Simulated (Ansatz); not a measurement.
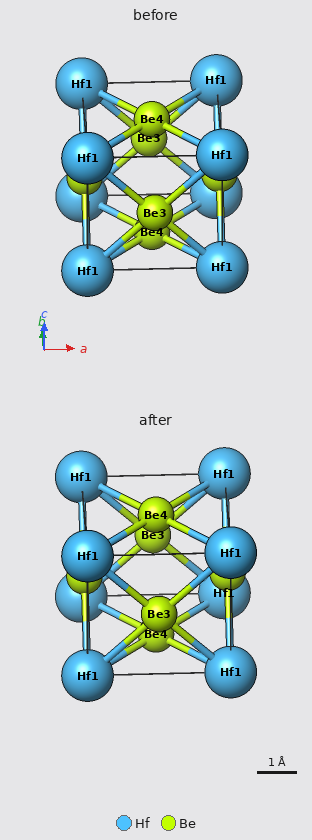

The structure of a crystal of HfBe3 (built on the Cu3Au (L1_2)_221 type) (coarse preliminary run) before (top) and after (bottom) a relaxation, at one scale.

A ball-and-stick model of the cell of the calculation, seen from a free direction.

Case: Cu3Au (L1_2) type (Pm-3m, No. 221).

Computed with DFT PBE, scalar-relativistic, plane waves, PAW in Ansatz. Settings: plane-wave cutoff 420 eV; k-point mesh 6 × 6 × 6; occupations gaussian; smearing width 0.1 eV; no spin polarisation; cell and atoms relaxed; force threshold 0.04 eV/Å; at most 70 steps.

### Summarise the run.

The atoms keep their places relative to the cell (all moves are under 0.005 Å). The volume changes by +20.1 %, with a = b = c 3.458 → 3.676 Å (+6.3 %). Near-neighbour distances that change, for instance: Hf–Hf 3.458 → 3.676 Å, Be–Hf 2.445 → 2.599 Å. The space group stays Pm-3m (No. 221). Over 3 accepted moves (4 points after the start) the energy falls by 0.670 eV per cell of the calculation. All forces vanish by symmetry, so only the cell relaxes. Pressure: 29.74 GPa at the start and 0.03 GPa at the end. The SCF was repeated once at an unchanged geometry on a basis and grid sized afresh for the cell, which shifted the energy by 3.0 meV per cell of the calculation at most. The run took 8.8 s on 1 thread of Intel(R) Xeon(R) Platinum 8259CL CPU @ 2.50GHz (Skylake/Cascade Lake), with other jobs on the host, peak memory 0.39 GiB.
